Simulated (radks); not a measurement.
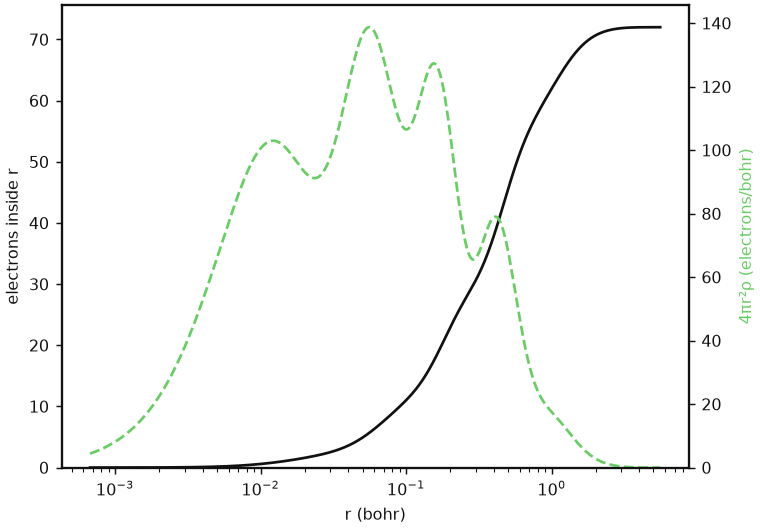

System: the rhenium ion Re³⁺, configuration [Xe] 4f14 5d4 (both spins equally filled). The calculation used the in-house radial solver radks at this level: scalar-relativistic Kohn-Sham, r2SCAN, spin-polarised, spherical densities, finite nucleus.

```
Z 75
configuration [Kr] 4d10 4f14 5s2 5d2 5d2 5p3 5p3
relativity scalar-relativistic
functional r2scan,r2scan
spin polarised
nucleus finite rms 5.3698 fm
c 137.035999084
```

The plot shows the number of electrons inside radius r (solid) and the radial density 4πr²ρ (dashed).

Q: Read the plot.

Answer: The count levels off at 72 electrons. Half of them lie within 0.375 bohr, 90 % within 1.18 bohr and 99 % within 2.29 bohr. The radial density has minima at 0.0234, 0.100 and 0.288 bohr, where the count stands at 1.9, 11.1 and 29.8; these part the shells that the density resolves.
